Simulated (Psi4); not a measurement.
# HSe (SMILES [SeH]): levels of theory compared

Aim: a comparison of 6 runs (UHF/3-21G, UHF/cc-pVTZ, UB3LYP/6-31G*, U-wB97X-V/cc-pVTZ, UB2PLYP/cc-pVTZ, UHSE06/cc-pVTZ) of HSe. 

The calculation is run with Psi4 1.11.

9 further runs of the same task are left out: 7 that didn't finish, 2 set aside as unsound or not needed.

## Step 1: Starting point

HSe has 2 atoms, charge 0, and is taken as a doublet. As SMILES, `[SeH]`. The Se1–H2 distance was set to 1.692 Å, away from the relaxed value.

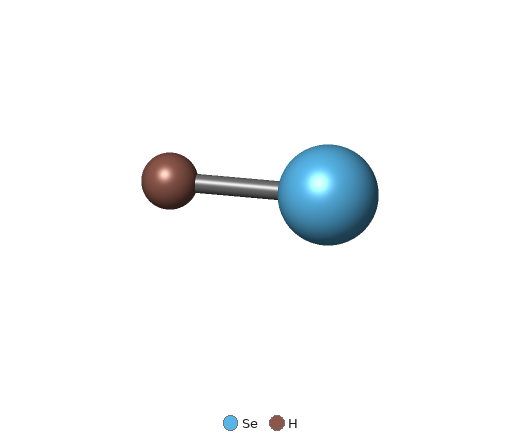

Viewed from a chosen angle; selenium blue, hydrogen brown.

## Step 2: A single-point energy at UHF/3-21G (run 1)

Contents of job.json:

```json
{
  "schema_name": "qcschema_input",
  "schema_version": 1,
  "molecule": {
    "schema_name": "qcschema_molecule",
    "schema_version": 2,
    "symbols": ["Se", "H"],
    "geometry": [-1.53468816, 0.5544721, -0.77606517, 1.18051191, -0.42651119, 0.59696448],
    "molecular_charge": 0,
    "molecular_multiplicity": 2,
    "fix_symmetry": "c1",
    "fix_com": true,
    "fix_orientation": true
  },
  "driver": "energy",
  "model": {
    "method": "scf",
    "basis": "3-21G"
  },
  "keywords": {
    "reference": "uhf",
    "puream": true,
    "e_convergence": 1e-09,
    "d_convergence": 1e-08,
    "scf_type": "pk",
    "maxiter": 100
  }
}
```

The run is started by

```bash
$ psi4 --qcschema job.json -n 1 --memory 1600MB
```

stdout:

```text
[...]
  Running in c1 symmetry.
[...]
  Nuclear repulsion =   10.635469221051622
[...]
  Multiplicity = 2
[...]
  Nalpha       = 18
  Nbeta        = 17
[...]
    Number of basis functions: 24
[...]
   @UHF iter   1: -2388.84077531559296   -3.02034e+00   2.27985e-02 ADIIS/DIIS
[...]
   @UHF iter  11: -2389.02251531444790   -3.18323e-12   9.69985e-09 DIIS
[...]
   @S^2 Observed:                7.680536736E-01
[...]
    Orbital Energies [Eh]
    ---------------------
    Alpha Occupied:
       1A   -457.969519     2A    -60.384707     3A    -53.891756
       4A    -53.888018     5A    -53.885728     6A     -8.877782
       7A     -6.590894     8A     -6.582777     9A     -6.571248
      10A     -2.558093    11A     -2.557816    12A     -2.545675
      13A     -2.543450    14A     -2.540136    15A     -0.905418
      16A     -0.475514    17A     -0.421619    18A     -0.370283
    Alpha Virtual:
      19A      0.114677    20A      0.652561    21A      0.661712
      22A      0.700348    23A      0.722148    24A      1.174452
[...]
  @UHF Final Energy: -2389.02251531444790
   => Energetics <=
    Nuclear Repulsion Energy =             10.6354692210516220
    One-Electron Energy =               -3352.8384366559621412
    Two-Electron Energy =                 953.1804521204626326
    Total Energy =                      -2389.0225153144479009
  UHF NO Occupations:
  HONO-2 :   16  A 1.9999444
  HONO-1 :   17  A 1.9910078
[...]
 Multipole Moments:
 ------------------------------------------------------------------------------------
     Multipole            Electronic (a.u.)      Nuclear  (a.u.)        Total (a.u.)
 ------------------------------------------------------------------------------------
 L = 1.  Multiply by 2.5417464519 to convert [e a0] to [Debye]
 Dipole X            :         51.1928271          -50.9988855            0.1939416
 Dipole Y            :        -18.4956100           18.4255402           -0.0700698
 Dipole Z            :         25.8873242          -25.7892513            0.0980729
 Magnitude           :                                                    0.2283449
[...]
```

The result, in JSON:

```text
{
 "driver": "energy",
 "model": {
  "method": "scf",
  "basis": "3-21G"
 },
 "success": true,
 "return_result": -2389.022515314448,
 "properties": {
  "calcinfo_nbasis": 24,
  "calcinfo_nmo": 24,
  "calcinfo_nalpha": 18,
  "calcinfo_nbeta": 17,
  "calcinfo_natom": 2,
  "nuclear_repulsion_energy": 10.635469221051622,
  "return_energy": -2389.022515314448,
  "scf_one_electron_energy": -3352.838436655962,
  "scf_two_electron_energy": 953.1804521204626,
  "scf_dipole_moment": [0.19394159772817687, -0.07006977817558635, 0.0980729070359807],
  "scf_total_energy": -2389.022515314448,
  "scf_iterations": 11
 }
}
```

Run time: 2.1 s. Hardware: 1 thread of Intel Xeon Platinum 8223CL at 3.00GHz (Skylake/Cascade Lake), shared host; peak memory 0.19 GiB.

## Step 3: Energy and gradient at UHF/cc-pVTZ (run 2)

Contents of job.py:

```python
import psi4

psi4.set_memory('1600 MB')
psi4.set_num_threads(1)
psi4.set_output_file('hse.out', False)

geom = psi4.geometry("""
0 2
Se
H 1 1.6917
symmetry c1
no_reorient
no_com
""")

options = {'basis': 'cc-pVTZ', 'reference': 'uhf', 'puream': True, 'e_convergence': 1e-09, 'd_convergence': 1e-08, 'scf_type': 'pk', 'maxiter': 100}
psi4.set_options(options)

e_tot, wfn = psi4.gradient("scf", return_wfn=True)
psi4.oeprop(wfn, "QUADRUPOLE", "DIPOLE", "MULLIKEN_CHARGES", title="SCF")
print('gradient / Eh bohr^-1')
print(e_tot.np.round(6))
print(f'energy = {wfn.energy():.10f} Eh')
```

The run is started by

```bash
$ python job.py
```

hse.out:

```text
[...]
  Running in c1 symmetry.
[...]
  Nuclear repulsion =   10.635470333262401
[...]
  Multiplicity = 2
[...]
  Nalpha       = 18
  Nbeta        = 17
[...]
    Number of basis functions: 57
[...]
   @UHF iter   1: -2400.02298636164505   -2.93265e+00   2.34061e-02 ADIIS/DIIS
[...]
   @UHF iter  13: -2400.43774369250150   -1.36424e-11   8.53745e-09 DIIS
[...]
   @S^2 Observed:                7.646485717E-01
[...]
  @UHF Final Energy: -2400.43774369250150
   => Energetics <=
    Nuclear Repulsion Energy =             10.6354703332624005
    One-Electron Energy =               -3365.4019084543133431
    Two-Electron Energy =                 954.3286944285497384
    Total Energy =                      -2400.4377436925014990
  UHF NO Occupations:
  HONO-2 :   16  A 1.9975458
  HONO-1 :   17  A 1.9955677
[...]
  -Total Gradient:
     Atom            X                  Y                   Z
    ------   -----------------  -----------------  -----------------
       1        0.000000000000     0.000000000000    -0.064325523370
       2       -0.000000000000    -0.000000000000     0.064325523369
[...]
 Multipole Moments:
 ------------------------------------------------------------------------------------
     Multipole            Electronic (a.u.)      Nuclear  (a.u.)        Total (a.u.)
 ------------------------------------------------------------------------------------
 L = 1.  Multiply by 2.5417464519 to convert [e a0] to [Debye]
 Dipole X            :         -0.0000000            0.0000000           -0.0000000
 Dipole Y            :          0.0000000            0.0000000            0.0000000
 Dipole Z            :         -1.6044731            1.8033843            0.1989111
 Magnitude           :                                                    0.1989111
 L = 2.  Multiply by 1.3450342976 to convert [e a0^2] to [Debye ang]
 Quadrupole XX       :        -14.4855004            0.0000000          -14.4855004
 Quadrupole XY       :          1.2083773            0.0000000            1.2083773
[...]
  Mulliken Charges: (a.u.)
   Center  Symbol    Alpha    Beta     Spin     Total
       1    SE    17.57089 16.47938  1.09151 -0.05028
       2     H     0.42911  0.52062 -0.09151  0.05028
   Total alpha = 18.00000, Total beta = 17.00000, Total charge =  0.00000
```

On the terminal:

```text
gradient / Eh bohr^-1
[[ 0.        0.       -0.064326]
 [-0.       -0.        0.064326]]
energy = -2400.4377436925 Eh
```

Run time: 43 s. Hardware: 1 thread of Intel Xeon Platinum 8223CL at 3.00GHz (Skylake/Cascade Lake), shared host; peak memory 1 GiB.

Run 3 isn't shown in full; the table further down has it.

## Step 4: The energy at U-wB97X-V/cc-pVTZ (run 4)

Contents of input.dat:

```
memory 1600 mb

molecule {
  0 2
  Se    -0.812122     0.293414    -0.410676
  H      0.624700    -0.225700     0.315900
  units angstrom
  symmetry c1
}

set {
  basis cc-pVTZ
  reference uks
  puream true
  e_convergence 1e-09
  d_convergence 1e-08
  scf_type pk
  dft_radial_points 99
  dft_spherical_points 590
  maxiter 100
}

e_tot, wfn = energy("wb97x-v", return_wfn=True)
```

The run is started by

```bash
$ psi4 -i input.dat -o output.dat -n 1
```

output.dat:

```text
[...]
  Running in c1 symmetry.
[...]
  Nuclear repulsion =   10.635469221243509
[...]
  Multiplicity = 2
[...]
  Nalpha       = 18
  Nbeta        = 17
[...]
    Number of basis functions: 57
[...]
   @UKS iter   1: -2401.40538913192995   -2.33764e+00   2.66476e-02 ADIIS/DIIS
[...]
   @UKS iter  11: -2401.92056535885058   -1.18234e-11   8.90549e-09 DIIS
[...]
   @S^2 Observed:                7.532492135E-01
[...]
    Orbital Energies [Eh]
    ---------------------
    Alpha Occupied:
       1A   -453.735975     2A    -58.139632     3A    -52.184616
       4A    -52.182332     5A    -52.178424     6A     -7.949097
       7A     -5.897214     8A     -5.891534     9A     -5.878896
      10A     -2.257302    11A     -2.256914    12A     -2.246902
      13A     -2.243078    14A     -2.240818    15A     -0.818197
      16A     -0.470040    17A     -0.397786    18A     -0.356466
    Alpha Virtual:
      19A      0.038958    20A      0.264451    21A      0.293662
      22A      0.300874    23A      0.311814    24A      0.361294
      25A      0.382076    26A      0.397659    27A      0.398168
[...]
  @UKS Final Energy: -2401.92056535885058
   => Energetics <=
    Nuclear Repulsion Energy =             10.6354692212435094
    One-Electron Energy =               -3364.5072038995044750
    Two-Electron Energy =                1020.0927731894015551
    DFT Exchange-Correlation Energy =     -68.2894766970211577
    Empirical Dispersion Energy =           0.0000000000000000
    VV10 Nonlocal Energy =                  0.1478728270299400
    Total Energy =                      -2401.9205653588505811
[...]
 Multipole Moments:
 ------------------------------------------------------------------------------------
     Multipole            Electronic (a.u.)      Nuclear  (a.u.)        Total (a.u.)
 ------------------------------------------------------------------------------------
 L = 1.  Multiply by 2.5417464519 to convert [e a0] to [Debye]
 Dipole X            :          0.0000000            0.0000000            0.0000000
 Dipole Y            :          0.0000000            0.0000000            0.0000000
 Dipole Z            :         -1.6097875            1.8033844            0.1935969
 Magnitude           :                                                    0.1935969
[...]
```

It took 37 s on 1 thread of Intel Xeon Platinum 8223CL at 3.00GHz (Skylake/Cascade Lake), shared host; peak memory 1.2 GiB.

Run 5 isn't shown in full; the table further down has it.

## Step 5: Energy and forces at UHSE06/cc-pVTZ (run 6)

Contents of hse.xyz:

```xyz
2
HSe
Se    -0.812122     0.293414    -0.410676
H      0.624700    -0.225700     0.315900
```

Contents of run.py:

```python
import psi4

psi4.set_memory('1600 MB')
psi4.set_num_threads(1)
psi4.core.set_output_file('output.dat', False)

with open('hse.xyz') as f:
    atoms = ''.join(f.readlines()[2:])
m = psi4.geometry('0 2\n' + atoms + 'symmetry c1\nno_reorient\nno_com')

options = {'reference': 'uks', 'puream': True, 'e_convergence': 1e-09, 'd_convergence': 1e-08, 'scf_type': 'pk', 'dft_radial_points': 99, 'dft_spherical_points': 590, 'maxiter': 100}
psi4.set_options(options)

energy_value, wavefunction = psi4.gradient("hse06/cc-pVTZ", return_wfn=True)
print('gradient / Eh bohr^-1')
print(energy_value.np.round(6))
print(f'energy = {wavefunction.energy():.10f} Eh')
```

The run is started by

```bash
$ python run.py
```

output.dat:

```text
[...]
  Running in c1 symmetry.
[...]
  Nuclear repulsion =   10.635469221243511
[...]
  Multiplicity = 2
[...]
  Nalpha       = 18
  Nbeta        = 17
[...]
    Number of basis functions: 57
[...]
   @UKS iter   1: -2401.27974833130702   -2.12696e+00   2.78531e-02 ADIIS/DIIS
[...]
   @UKS iter  11: -2401.84586375343315   -8.18545e-12   6.88844e-09 DIIS
[...]
   @S^2 Observed:                7.543417417E-01
[...]
    Orbital Energies [Eh]
    ---------------------
    Alpha Occupied:
       1A   -454.307638     2A    -58.243271     3A    -52.248462
       4A    -52.245943     5A    -52.242287     6A     -7.912258
       7A     -5.839270     8A     -5.832548     9A     -5.820810
      10A     -2.161883    11A     -2.161471    12A     -2.151691
      13A     -2.147519    14A     -2.145410    15A     -0.696071
      16A     -0.369989    17A     -0.300287    18A     -0.254800
    Alpha Virtual:
      19A     -0.054329    20A      0.172400    21A      0.200633
      22A      0.205888    23A      0.221459    24A      0.251656
      25A      0.277005    26A      0.289167    27A      0.290663
[...]
  @UKS Final Energy: -2401.84586375343315
   => Energetics <=
    Nuclear Repulsion Energy =             10.6354692212435111
    One-Electron Energy =               -3364.6282603415183985
    Two-Electron Energy =                1018.3929479299889636
    DFT Exchange-Correlation Energy =     -66.2460205631474395
    Empirical Dispersion Energy =           0.0000000000000000
    VV10 Nonlocal Energy =                  0.0000000000000000
    Total Energy =                      -2401.8458637534331501
[...]
 Multipole Moments:
 ------------------------------------------------------------------------------------
     Multipole            Electronic (a.u.)      Nuclear  (a.u.)        Total (a.u.)
 ------------------------------------------------------------------------------------
 L = 1.  Multiply by 2.5417464519 to convert [e a0] to [Debye]
 Dipole X            :         51.1619837          -50.9988855            0.1630981
 Dipole Y            :        -18.4844665           18.4255403           -0.0589262
 Dipole Z            :         25.8717271          -25.7892512            0.0824759
 Magnitude           :                                                    0.1920301
[...]
  -Total Gradient:
     Atom            X                  Y                   Z
    ------   -----------------  -----------------  -----------------
       1       -0.047513593889     0.017166337782    -0.024026801443
       2        0.047527823448    -0.017171478820     0.024033997148
[...]
```

The script printed:

```text
gradient / Eh bohr^-1
[[-0.047514  0.017166 -0.024027]
 [ 0.047528 -0.017171  0.024034]]
energy = -2401.8458637534 Eh
```

Run time: 92 s. Hardware: 1 thread of Intel Xeon Platinum 8223CL at 3.00GHz (Skylake/Cascade Lake), shared host; peak memory 1.2 GiB.

## Step 6: Overview of the runs

| run | level | task | Cartesian functions | energy (Eh) | dipole moment (D) | HOMO energy (eV) | LUMO energy (eV) | wall time |
| --- | --- | --- | --- | --- | --- | --- | --- | --- |
| 1 | UHF/3-21G | energy | no | -2389.022515 | 0.58 | -9.25 | 0.08 | 2.1 s |
| 2 | UHF/cc-pVTZ | gradient | no | -2400.437744 | 0.51 | -9.61 | -0.12 | 43 s |
| 3 | UB3LYP/6-31G* (Cartesian functions) | gradient | yes | -2401.846033 | 0.54 | -6.64 | -4.80 | 6.3 s |
| 4 | U-wB97X-V/cc-pVTZ | energy | no | -2401.920565 | 0.49 | -9.37 | -2.28 | 37 s |
| 5 | UB2PLYP/cc-pVTZ (density fitting for correlation) | energy | no | -2401.750099 | – | -7.95 | -2.92 | 18 s |
| 6 | UHSE06/cc-pVTZ | gradient | no | -2401.845864 | 0.49 | -6.58 | -4.84 | 92 s |

## Step 7: What came out

| quantity | value |
| --- | --- |
| run 6: total energy | -2401.84586 Eh |
| run 6: dipole moment | 0.49 D |
| run 6: HOMO energy (highest over α and β) | -6.58 eV |
| run 6: LUMO energy (lowest over α and β) | -4.84 eV |
| run 6: ⟨S²⟩ | 0.754 |
| run 6: largest force on an atom | 2.878 eV/Å |

In words: Over runs 1, 2, 3, 4, 6 the dipole moment (its size) runs from 0.49 D (UHSE06/cc-pVTZ) to 0.58 D (UHF/3-21G). The two ends differ in method and basis. Totals of different functionals can't be ranked against each other. All runs together took 3.3 min, the longest 92 s.
